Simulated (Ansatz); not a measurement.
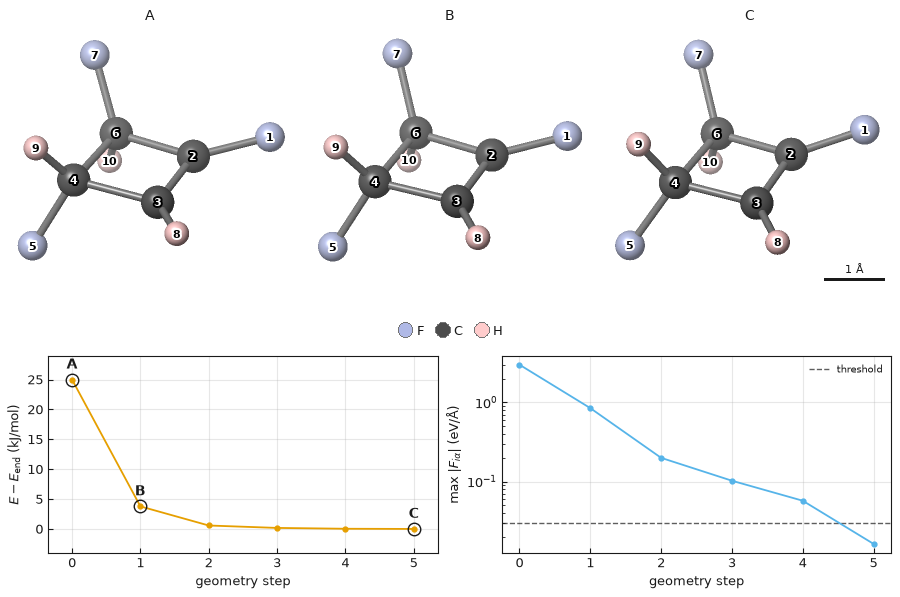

Frames of a relaxation of C4H3F3 (coarse preliminary run), marked on the history of the run. Style: ball-and-stick. Shown from a free direction.

The start comes from a force field.

Theory: RKS PBE-D4/def2-SVP (Ansatz). (force threshold 0.03 eV/Å; at most 200 steps)

> What happens along the run?

Over 5 geometry steps the energy falls by 25.0 kJ/mol. Largest force component: 3 eV/Å at the start, 0.016 eV/Å at the end. The largest moves after the best rigid fit, 0.15 Å, are those of F1 and H8. Largest moves by element: F 0.15 Å, H 0.15 Å, C 0.06 Å. Some distances before and after: C4–H9 1.063 → 1.112 Å, C3–H8 1.058 → 1.097 Å, C3–C4 1.550 → 1.514 Å, C2–C6 1.539 → 1.504 Å. Among the angles between lasting bonds that change: C6–C4–H9 117.8° → 111.6°, F1–C2–C6 134.2° → 129.1°, C4–C6–F7 112.1° → 117.2°. From step 0 to 1: H8 moves most (0.07 Å), energy −21.2 kJ/mol. From step 1 to 5: F1 moves most (0.12 Å), energy −3.77 kJ/mol.
